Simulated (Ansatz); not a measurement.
# AlRu (Pm-3m): phonons and vibrational spectra

How does AlRu (Pm-3m) vibrate, and is this structure a minimum?

Main program and level: Ansatz 0.2.0; DFT PBEsol, scalar-relativistic, plane waves, PAW; PAW set soft_1.

**1. The structure**

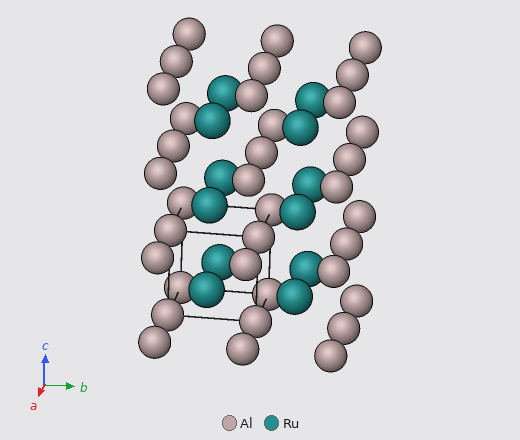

The starting structure, seen slightly off an axis (aluminium light grey, ruthenium teal). 2×2×3 cells are drawn. Some periodic images of atoms are drawn too.

As a file:

```cif
data_structure
_symmetry_space_group_name_H-M 'Pm-3m'
_symmetry_Int_Tables_number 221
_cell_length_a 2.9916
_cell_length_b 2.9916
_cell_length_c 2.9916
_cell_angle_alpha 90.000
_cell_angle_beta 90.000
_cell_angle_gamma 90.000
_cell_volume 26.77
loop_
_atom_site_label
_atom_site_type_symbol
_atom_site_symmetry_multiplicity
_atom_site_Wyckoff_symbol
_atom_site_fract_x
_atom_site_fract_y
_atom_site_fract_z
_atom_site_occupancy
Al1 Al 1 a 0.00000 0.00000 0.00000 1
Ru1 Ru 1 b 0.50000 0.50000 0.50000 1
```

**2. Relaxation**

Harmonic phonons are second derivatives at a point where the forces vanish, and they are wanted at zero stress, so atoms and cell are relaxed first.

File input.yaml:

```yaml
crystal:
  lattice:
    - [2.9916, 0.0, 0.0]
    - [0.0, 2.9916, 0.0]
    - [0.0, 0.0, 2.9916]
  atoms:
    - { symbol: Al, position: [0.0, 0.0, 0.0] }
    - { symbol: Ru, position: [0.5, 0.5, 0.5] }
kpoints:
  mp_grid: { grid: [14, 14, 14] }
hamiltonian:
  xc: pbesol
  pseudopotentials: { kind: paw, azcp: { folder: soft_1 }, xc_functional: pbe }
scf:
  occupations: { method: gaussian, width: 0.1 }
output:
  forces: true
  stress: true
  eigenvalues: true
relax:
  adjacent_minimum: "off"
  f_tol: 0.005
  max_steps: 80
  cell: { stress_tol: 0.05 }
```

Run with:

```console
ansatz run input.yaml --threads 4 --pin off --max-ram 10240MiB --backend cpu --events-out ev --progress --plain --runs-dir out
```

Numbers of over 12 decimals in the logs are rounded to 6 here.

The log of the run:

```text
Engine: ansatz 0.2.0, aarch64-unknown-linux-gnu
Pseudopotentials: kind: paw
Pseudopotential: Al, paw, valence charge 3, recommended cutoff 420 eV (normal), soft_1/Al.paw.azcp
Pseudopotential: Ru, paw, valence charge 16, recommended cutoff 420 eV (normal), soft_1/Ru.paw.azcp
Functional definition: PBEsol
  exchange = pbesol_x
  correlation = pbesol_c
Crystal: 2 atoms, lattice volume = 26.774 Å³
Basis set: ecut = 420 eV, 485 PW (Γ), exchange–correlation on 40×40×40 points (8 copies of the dense FFT grid, shifted against one another)
Bands: 14, of which v1, the nominal top of the filled ones, is band 10 counted from 1 (9 counted from 0)
Symmetry: 48 space group operations
Space group: Pm-3m (ITA 221), of the structure as read, at distance tolerance 3.0e-5 Å
k-points: 120 of 2744
Non-local potential: Al, projectors of the file, l = 0: 2, l = 1: 2, l = 2: 1
Non-local potential: Ru, projectors of the file, l = 0: 3, l = 1: 2, l = 2: 2, l = 3: 1
PAW form: soft (Blöchl's): semilocal exchange-correlation on the pseudo side does not see the compensation charge
PAW frozen core: Al, regenerated for the run's functional, and the local potential with it (the file was generated under x = pbe(κ = 0.804, μ = 0.219515), c = pbe(β = 0.066725))
PAW frozen core: Ru, regenerated for the run's functional, and the local potential with it (the file was generated under x = pbe(κ = 0.804, μ = 0.219515), c = pbe(β = 0.066725))
PAW one-centre angular grid: Al, 110 points (default); XC on 64 Gauss nodes
PAW one-centre angular grid: Ru, 590 points (default); XC on 64 Gauss nodes
Initial density: superposition of atomic densities (chi_scale 0.1, normalization cell, long waves kept (reshape's long-wave potential 0.00 eV rms))
Initial wavefunctions: pseudopotential atomic-orbital guess
Functional: x = pbesol(κ = 0.804, μ = 0.123457), c = pbesol(β = 0.046)
SCF iter   1: F=—  HF=-6343.380032 eV  |F-HF|=—  |Δ(HF+E_count)|=         —  Δρ=1.16e-1  dr2=4.36e0  ethr=3.10e-3  ⟨swp⟩=4.8  Hψ=8512  notcnv=0
preconditioner: auto → none  [metal: Δε(μ)=0.017 eV  Ē_g=8.773 eV  σ=0.100 eV  W_gap=0.10  n_scr=6 (ndim 8)  ℏωp=23.8 eV  f_vac=0.000  D(μ)=1.37/eV (n_scr^D=18)  sad-step TF]
SCF iter   2: F=—  HF=-6342.711774 eV  |F-HF|=—  |Δ(HF+E_count)|=   6.68e-1  Δρ=6.89e-2  dr2=1.59e0  ethr=3.10e-3  ⟨swp⟩=2.9  Hψ=3920  notcnv=0  defer=29
SCF iter   3: F=—  HF=-6342.346595 eV  |F-HF|=—  |Δ(HF+E_count)|=   3.65e-1  Δρ=3.98e-3  dr2=4.62e-3  ethr=3.10e-3  ⟨swp⟩=2.2  Hψ=2801  notcnv=0  defer=29
SCF iter   4: F=—  HF=-6342.345865 eV  |F-HF|=—  |Δ(HF+E_count)|=   7.30e-4  Δρ=4.95e-4  dr2=1.30e-5  ethr=2.43e-5  ⟨swp⟩=1.5  Hψ=2747  notcnv=0  defer=18
SCF iter   5: F=—  HF=-6342.345890 eV  |F-HF|=—  |Δ(HF+E_count)|=   2.47e-5  Δρ=1.31e-4  dr2=3.45e-6  ethr=6.84e-8  ⟨swp⟩=2.0  Hψ=2801  notcnv=0  defer=18
SCF iter   6: F=-6342.345889 eV  HF=-6342.345889 eV  |F-HF|=1.24e-8  |Δ(HF+E_count)|=   9.95e-7  Δρ=7.86e-6  dr2=1.50e-8  ethr=5.26e-10  ⟨swp⟩=4.0  Hψ=7544  notcnv=0
SCF 1 converged in 6 iterations: F = -6342.345889 eV  dr2 = 1.50e-8
  greatest PAW one-centre occupation: 1.000 electrons in one spin orbital (limit 2), on the Ru atom at site 1 (counted from 0), in its partial waves of l = 0
relax step   1: F+E_penalty+E_count = -6342.34588909 eV  Δ(F+E_penalty+E_count) = +0.000e0 eV  max|allowed force component| = 2.419e-29 eV/Å  Δτ_max = 0.0000 Å  P = -3.285 GPa  Ω = 26.774 Å³  (6 SCF iters, dr2 threshold 1.00e-7 eV, accepted)
Crystal: 2 atoms, lattice volume = 26.257 Å³
Initial density: handed on by an earlier stage of this run
Initial wavefunctions: those handed on with the density
iter 1 solved again at ethr=1.13e-5 eV; its pass at ethr=3.10e-3 eV (dr2=2.14e-3 eV) is discarded
SCF iter   1: F=—  HF=-6342.350723 eV  |F-HF|=—  |Δ(HF+E_count)|=         —  Δρ=2.34e-3  dr2=1.98e-3  ethr=1.13e-5  ⟨swp⟩=1.0  Hψ=10517  notcnv=0
preconditioner: auto → none  [metal: Δε(μ)=0.024 eV  Ē_g=9.045 eV  σ=0.100 eV  W_gap=0.13  n_scr=6 (ndim 8)  ℏωp=24.0 eV  f_vac=0.000  D(μ)=1.84/eV (n_scr^D=18)]
SCF iter   2: F=—  HF=-6342.350306 eV  |F-HF|=—  |Δ(HF+E_count)|=   4.18e-4  Δρ=8.52e-4  dr2=2.35e-4  ethr=1.04e-5  ⟨swp⟩=1.1  Hψ=1704  notcnv=0
SCF iter   3: F=—  HF=-6342.350241 eV  |F-HF|=—  |Δ(HF+E_count)|=   6.43e-5  Δρ=1.18e-4  dr2=3.79e-6  ethr=1.24e-6  ⟨swp⟩=2.0  Hψ=1990  notcnv=0
SCF iter   4: F=—  HF=-6342.350268 eV  |F-HF|=—  |Δ(HF+E_count)|=   2.63e-5  Δρ=1.75e-5  dr2=1.71e-8  ethr=1.99e-8  ⟨swp⟩=2.3  Hψ=2262  notcnv=0
iter 5 did not close the SCF: its close was put off for the readings that it lacked (scf_convergence_deferred on its scf_iter line)
SCF iter   5: F=-6342.350268 eV  HF=-6342.350268 eV  |F-HF|=3.73e-10  |Δ(HF+E_count)|=   1.24e-8  Δρ=1.18e-6  dr2=4.75e-10  ethr=9.01e-11  ⟨swp⟩=2.1  Hψ=2380  notcnv=0
SCF iter   6: F=-6342.350268 eV  HF=-6342.350268 eV  |F-HF|=1.46e-11  |Δ(HF+E_count)|=  1.06e-10  Δρ=2.39e-7  dr2=1.81e-11  ethr=2.50e-12  ⟨swp⟩=1.0  Hψ=4462  notcnv=0
SCF 2 converged in 6 iterations: F = -6342.350268 eV  dr2 = 1.81e-11
relax step   2: F+E_penalty+E_count = -6342.35026761 eV  Δ(F+E_penalty+E_count) = -4.379e-3 eV  max|allowed force component| = 4.454e-30 eV/Å  Δτ_max = 0.0000 Å  P = +0.894 GPa  Ω = 26.257 Å³  energy of the carried Pulay correction = +4.033e-4 eV  (6 SCF iters, dr2 threshold 2.00e-7 eV, accepted)
Crystal: 2 atoms, lattice volume = 26.366 Å³
iter 1 solved again at ethr=4.48e-7 eV; its pass at ethr=3.10e-3 eV (dr2=8.51e-5 eV) is discarded
SCF iter   1: F=—  HF=-6342.350473 eV  |F-HF|=—  |Δ(HF+E_count)|=         —  Δρ=4.92e-4  dr2=8.84e-5  ethr=4.48e-7  ⟨swp⟩=2.0  Hψ=9379  notcnv=0
preconditioner: auto → none  [metal: Δε(μ)=0.018 eV  Ē_g=9.019 eV  σ=0.100 eV  W_gap=0.10  n_scr=6 (ndim 8)  ℏωp=24.0 eV  f_vac=0.000  D(μ)=1.86/eV (n_scr^D=18)]
SCF iter   2: F=—  HF=-6342.350480 eV  |F-HF|=—  |Δ(HF+E_count)|=   7.18e-6  Δρ=1.80e-4  dr2=1.05e-5  ethr=4.48e-7  ⟨swp⟩=1.2  Hψ=1722  notcnv=0
SCF iter   3: F=—  HF=-6342.350477 eV  |F-HF|=—  |Δ(HF+E_count)|=   3.00e-6  Δρ=2.77e-5  dr2=2.38e-7  ethr=5.53e-8  ⟨swp⟩=1.7  Hψ=1943  notcnv=0
iter 4 did not close the SCF: its close was put off for the readings that it lacked (scf_convergence_deferred on its scf_iter line)
SCF iter   4: F=-6342.350477 eV  HF=-6342.350477 eV  |F-HF|=4.17e-10  |Δ(HF+E_count)|=   4.49e-8  Δρ=4.02e-6  dr2=9.74e-10  ethr=1.25e-9  ⟨swp⟩=2.1  Hψ=2102  notcnv=0
iter 5 did not close the SCF: its close was put off for the readings that it lacked (scf_convergence_deferred on its scf_iter line)
SCF iter   5: F=-6342.350477 eV  HF=-6342.350477 eV  |F-HF|=5.09e-11  |Δ(HF+E_count)|=  6.06e-10  Δρ=4.75e-7  dr2=5.65e-11  ethr=5.13e-12  ⟨swp⟩=2.6  Hψ=2865  notcnv=0
SCF iter   6: F=-6342.350477 eV  HF=-6342.350477 eV  |F-HF|=0.00e0  |Δ(HF+E_count)|=  1.46e-11  Δρ=5.71e-8  dr2=7.79e-13  ethr=1.00e-12  ⟨swp⟩=1.0  Hψ=3849  notcnv=0
SCF 3 converged in 6 iterations: F = -6342.350477 eV  dr2 = 7.79e-13
relax step   3: F+E_penalty+E_count = -6342.35047695 eV  Δ(F+E_penalty+E_count) = -2.093e-4 eV  max|allowed force component| = 1.236e-29 eV/Å  Δτ_max = 0.0000 Å  P = -0.023 GPa  Ω = 26.366 Å³  energy of the carried Pulay correction = +3.177e-4 eV  (6 SCF iters, dr2 threshold 2.00e-7 eV, accepted)
Initial wavefunctions: pseudopotential atomic-orbital guess (no wavefunctions were taken with the density)
iter 1 solved again at ethr=1.13e-8 eV; its pass at ethr=3.10e-3 eV (dr2=2.15e-6 eV) is discarded
SCF iter   1: F=—  HF=-6342.350145 eV  |F-HF|=—  |Δ(HF+E_count)|=         —  Δρ=2.66e-5  dr2=2.15e-8  ethr=1.13e-8  ⟨swp⟩=3.2  Hψ=13720  notcnv=0
preconditioner: auto → none  [metal: Δε(μ)=0.021 eV  Ē_g=9.017 eV  σ=0.100 eV  W_gap=0.12  n_scr=6 (ndim 8)  ℏωp=24.0 eV  f_vac=0.000  D(μ)=1.86/eV (n_scr^D=18)]
SCF iter   2: F=—  HF=-6342.350170 eV  |F-HF|=—  |Δ(HF+E_count)|=   2.54e-5  Δρ=1.25e-5  dr2=4.26e-9  ethr=1.13e-10  ⟨swp⟩=2.0  Hψ=2718  notcnv=0
SCF iter   3: F=—  HF=-6342.350170 eV  |F-HF|=—  |Δ(HF+E_count)|=   1.23e-8  Δρ=1.92e-6  dr2=1.22e-10  ethr=2.24e-11  ⟨swp⟩=2.7  Hψ=2818  notcnv=0
iter 4 did not close the SCF: its close was put off for the readings that it lacked (scf_convergence_deferred on its scf_iter line)
SCF iter   4: F=-6342.350170 eV  HF=-6342.350170 eV  |F-HF|=1.18e-11  |Δ(HF+E_count)|=  3.04e-10  Δρ=4.12e-7  dr2=6.81e-12  ethr=1.00e-12  ⟨swp⟩=1.6  Hψ=2364  notcnv=0
iter 5 did not close the SCF: its close was put off for the readings that it lacked (scf_convergence_deferred on its scf_iter line)
SCF iter   5: F=-6342.350170 eV  HF=-6342.350170 eV  |F-HF|=1.82e-12  |Δ(HF+E_count)|=  1.27e-11  Δρ=5.74e-8  dr2=5.71e-13  ethr=1.00e-12  ⟨swp⟩=1.0  Hψ=1680  notcnv=0
iter 6 did not close the SCF: its close was put off for the readings that it lacked (scf_convergence_deferred on its scf_iter line)
SCF iter   6: F=-6342.350170 eV  HF=-6342.350170 eV  |F-HF|=1.82e-12  |Δ(HF+E_count)|=  3.64e-12  Δρ=4.07e-9  dr2=2.81e-15  ethr=1.00e-12  ⟨swp⟩=1.0  Hψ=1680  notcnv=0
iter 7 did not close the SCF: its close was put off for the readings that it lacked (scf_convergence_deferred on its scf_iter line)
SCF iter   7: F=-6342.350170 eV  HF=-6342.350170 eV  |F-HF|=9.09e-13  |Δ(HF+E_count)|=  1.82e-12  Δρ=8.79e-10  dr2=1.80e-16  ethr=1.00e-12  ⟨swp⟩=1.0  Hψ=1680  notcnv=0
SCF iter   8: F=-6342.350170 eV  HF=-6342.350170 eV  |F-HF|=0.00e0  |Δ(HF+E_count)|=    0.00e0  Δρ=1.86e-10  dr2=2.55e-18  ethr=1.00e-12  ⟨swp⟩=2.0  Hψ=4308  notcnv=0
SCF 4 converged in 8 iterations: F = -6342.350170 eV  dr2 = 2.55e-18
relax step   4: F+E_penalty+E_count = -6342.35017004 eV  Δ(F+E_penalty+E_count) = +3.069e-4 eV  max|allowed force component| = 2.123e-29 eV/Å  Δτ_max = 0.0000 Å  P = -0.028 GPa  Ω = 26.366 Å³  stress off target by 2.79e-2 GPa  SCF on the basis re-selected at this cell (its energy is not comparable with the rows above)  (8 SCF iters)
basis re-selected at this cell: Δ(F+E_penalty+E_count) = +3.069e-4 eV, ΔP = -0.005 GPa vs the last step (what re-selecting the basis moved, of the pressure what is left beyond the Pulay correction that the steps carried, after the strain that the cell walked since its last selection, with what the two solves' SCF thresholds leave and, on support functions, any second-order correction that the steps lacked; it is no m [...]
SCF converged after 8 iterations
Free energy (F): -6342.350170 eV
Harris-Foulkes:  -6342.350170 eV  (|F-HF|=0.00e0)
Internal energy: -6342.340882 eV  (E = F + TS)
E sigma→0 (E₀):  -6342.345526 eV
Entropy (-TS):   -0.009288 eV (-4.644 meV/atom)
Fermi energy:    16.177682 eV
--- Per-component energies (eV) ---
  E_band       = -118.719750
  E_kinetic    = 488.708796
  E_local      = -1797.786363  (includes V_loc(G=0)·N_el)
  E_nonlocal   = 427.499847
  E_hartree    = 651.146141
  E_xc         = -208.492800
  E_vxc        = -246.448184  (∫ρ·V_xc dr)
  E_paw        = -3898.628109  (= ΣΔE_a)
  E_vpaw       = -292.986779  (= ΣTr[D̂ρ^β])
  E_aug_tail   = 0.000651  (compensation charges beyond the density's cutoff)
  E_ewald      = -2005.061480
  E_core_change = 0.272436  (= ΣΔE_core)
  E_smearing   = -0.009288  (= −TS)
  E_closure    = -0.000000  (closes the sum)
  Σ components = -6342.350170   (vs F -6342.350170, Δ=0.00e0)
--- Forces (eV/Å), atoms counted from 1 ---
  atom   1  Al    -0.00000000     0.00000000    -0.00000000
  atom   2  Ru     0.00000000    -0.00000000     0.00000000
  max |Σ_I F_I| component: 4.17e-29 eV/Å
--- Stress (GPa, compression-positive) ---
       -0.027908       0.000000      -0.000000
        0.000000      -0.027908      -0.000000
       -0.000000      -0.000000      -0.027908
  P = ⅓ Tr σ = -0.0279 GPa (-0.279 kbar)
--- Band table (eV; the first three rows and the last of 120) ---
  k-point 0: bands = [... 6 lower, 12.5057, 16.3747, 16.3747, 16.3747, 22.3188, 22.3188, 22.3188, 27.2242]
  k-point 1: bands = [... 6 lower, 12.5421, 16.2478, 16.2478, 16.3872, 21.8353, 22.5194, 22.5194, 26.9927]
  k-point 2: bands = [... 6 lower, 12.6419, 15.9248, 15.9248, 16.4225, 20.8101, 23.0640, 23.0640, 26.3920]
  k-point 119: bands = [... 6 lower, 11.4647, 17.8450, 17.8450, 18.8744, 20.3135, 20.3135, 20.3135, 24.8935]
--- Relaxed structure (3 steps of the walk, 3 accepted, 1 SCFs on fresh bases) ---
  F+E_penalty+E_count = -6342.35017004 eV   max|allowed force component| = 2.123e-29 eV/Å   (the final SCF, on the basis selected at the relaxed cell)
  cell:  # Å, volume = 26.3658 Å³
    - [2.976325, 0, 0]
    - [0, 2.976325, 0]
    - [0, 0, 2.976325]
  atoms:
    - { symbol: Al, position: [0, 0, 0] }
    - { symbol: Ru, position: [0.500000, 0.500000, 0.500000] }
```

The job ended after 3.2 s (4 threads of Arm Neoverse V1, shared host; peak memory 0.41 GiB; 11 s of CPU time).

Step by step:

```
step  energy less that of the first step (eV)  largest force component (eV/Å)  pressure (GPa)  volume (Å³)
   1                                   0.0000                          0.0000           -3.29        26.77
   2                                  -0.0044                          0.0000            0.89        26.26
   3                                  -0.0046                          0.0000           -0.02        26.37
  4*                                  -0.0043                          0.0000           -0.03        26.37
```

Relaxation steps marked * repeat the geometry before them on a plane-wave basis chosen anew for their cell, so energy and pressure can jump there.

The run keeps the 48 symmetry operations that it works with, so distortions that break them were not tested.

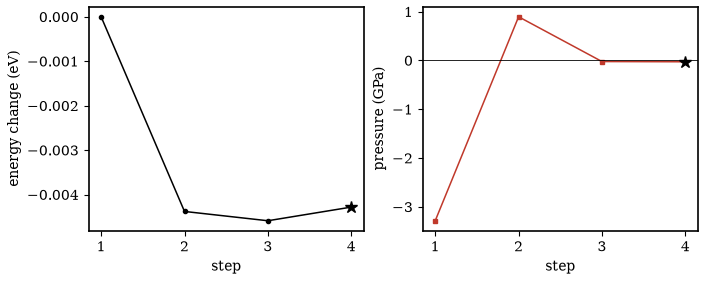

Energy and pressure along the relaxation. Stars mark steps on a basis chosen anew.

```
conventional cell, symmetrised  before  after  change
                         a (Å)   2.992  2.976  -0.5 %
                         b (Å)   2.992  2.976  -0.5 %
                         c (Å)   2.992  2.976  -0.5 %
              volume (Å³/atom)   13.39  13.18  -1.5 %
```

Final coordinates:

```xyz
2
Lattice="2.9763 0.0000 0.0000 0.0000 2.9763 0.0000 0.0000 0.0000 2.9763" Properties=species:S:1:pos:R:3 pbc="T T T"
Al    0.0000    0.0000    0.0000
Ru    1.4882    1.4882    1.4882
```

This step gave:

```
pressure          : -0.02791 GPa
volume per atom   : 13.18 Å³
gap on the k-mesh : 0 eV
```

In this step the volume went from 13.39 to 13.18 Å³/atom.

**3. Tight relaxation**

Phonons need a cell at rest on their own settings, so the relaxation is repeated with tight tolerances on forces and stress, using the mesh and the filling of the phonon run that follows.

input.yaml, the sections that differ from step 2:

```yaml
crystal:
  lattice:
    - [2.9763250986, 0.0, 0.0]
    - [0.0, 2.9763250986, 0.0]
    - [0.0, 0.0, 2.9763250986]
  atoms:
    - { symbol: Al, position: [0.0, 0.0, 0.0] }
    - { symbol: Ru, position: [0.5, 0.5, 0.5] }
kpoints:
  mp_grid: { grid: [16, 16, 16] }
scf:
  occupations: { method: methfessel_paxton, width: 0.2 }
relax:
  adjacent_minimum: "off"
  f_tol: 0.001
  max_steps: 60
  cell: { stress_tol: 0.01 }
# hamiltonian, output: as in step 2
```

The log of the run:

```text
[...]
Crystal: 2 atoms, lattice volume = 26.366 Å³
Basis set: ecut = 420 eV, 485 PW (Γ), exchange–correlation on 40×40×40 points (8 copies of the dense FFT grid, shifted against one another)
Bands: 14, of which v1, the nominal top of the filled ones, is band 10 counted from 1 (9 counted from 0)
Symmetry: 48 space group operations
[...]
k-points: 165 of 4096
[...]
k-point 164: bands = [... 6 lower, 11.4700, 17.8493, 17.8493, 18.8853, 20.3198, 20.3198, 20.3198, 24.9045]
--- Relaxed structure (3 steps of the walk, 3 accepted, 1 SCFs on fresh bases) ---
[...]
cell:  # Å, volume = 26.3573 Å³
    - [2.976006, 0, 0.0]
    - [0, 2.976006, 0]
    - [0.0, 0, 2.976006]
  atoms:
    - { symbol: Al, position: [0, 0, 0] }
    - { symbol: Ru, position: [0.5, 0.5, 0.5] }
[key lines of the parts left out:]
SCF converged after 5 iterations
Free energy (F): -6342.349559 eV
Fermi energy:    16.200794 eV
P = ⅓ Tr σ = -0.0002 GPa (-0.002 kbar)
```

Run time: 3.6 s. Hardware: 4 threads; peak memory 0.43 GiB.

Little changed from the start: no atom moved by 0.005 Å and no cell edge by 0.1 %.

Numbers from this step:

- pressure: -2.00e-4 GPa

The forces vanish by symmetry and the pressure is 0.000 GPa, within the tolerances set. The cell now holds 13.18 Å³/atom.

(Part 1 of 2 ends here.)

[Logs are printed without paths, hosts, clocks, repeated set-up lines and the standing remarks that a program may print on its own settings, such as how far it seeks lower states.]

[Hosts, paths, dates, database ids (printed as entryN), source tags and the programs' standing remarks are cut or masked in the printed files.]
